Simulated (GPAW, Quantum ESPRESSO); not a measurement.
The O K edge of atom 3 in HfPbO3 (Pm-3m), with 2 Hf at 2.08 Å (linear, site symmetry 4/mmm), was computed in 2 ways: full core hole (charged cell) and no core hole. Program and functional: Quantum ESPRESSO XSpectra, LDA, without spin-orbit coupling, Lorentzian half width 0.3 eV up to 4 eV, rising linearly to 2.5 eV at 25 eV; cells of 5 and 10 atoms (the run without a hole in the smaller).

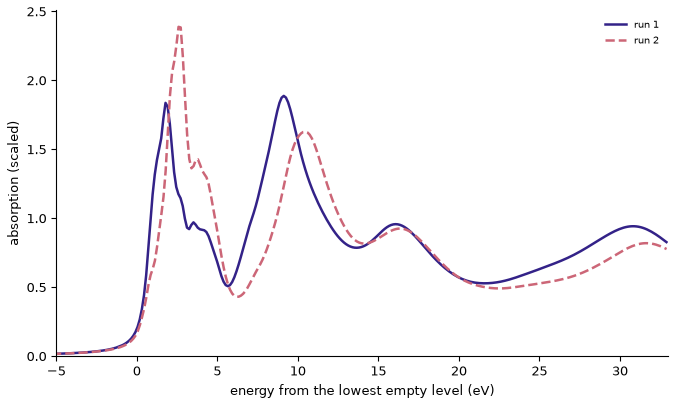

Each run is counted from its own lowest empty level or Fermi level and scaled to a mean of 1 over its first 20 eV. (XSpectra's own axis starts at xe0, in the gap; it has been shifted.)

Question: Which run is which?

Run 1: full core hole (charged cell) (area from −2 to 6 eV 5.9, main maxima 1.8 eV (1.84), 3.5 eV (0.97), 9.1 eV (1.89) and 16.1 eV (0.96)). Run 2: no core hole (area from −2 to 6 eV 7.0, main maxima 2.6 eV (2.39), 3.8 eV (1.43), 10.5 eV (1.63) and 16.3 eV (0.93)). With each curve scaled to its own mean, the area from −2 to 6 eV with the hole is 5.9 against 7.0, and the centre of weight from −1 to 20 eV moves by +0.1 eV (first and strongest maxima below 20 eV: 2.6 eV (2.39), 3.8 eV (1.43) and 10.5 eV (1.63) without the hole, 1.8 eV (1.84), 3.5 eV (0.97) and 9.1 eV (1.89) with it): the weight at the onset falls, probably as the absorber's own filled states drop away from the neighbours' empty ones and mix less with them.

[Hosts, paths, dates, database ids (printed as entryN), source tags and the programs' standing remarks are cut or masked in the printed files.]

[Lists of maxima count a maximum above −3 eV only where it reaches 4 % of the highest in the window and stands out from its surroundings by 2 % of it (1.5 % where it reaches 55 %); shoulders and weaker maxima are passed over, and of the rest the first, up to two pre-edge ones and the few strongest are named.]
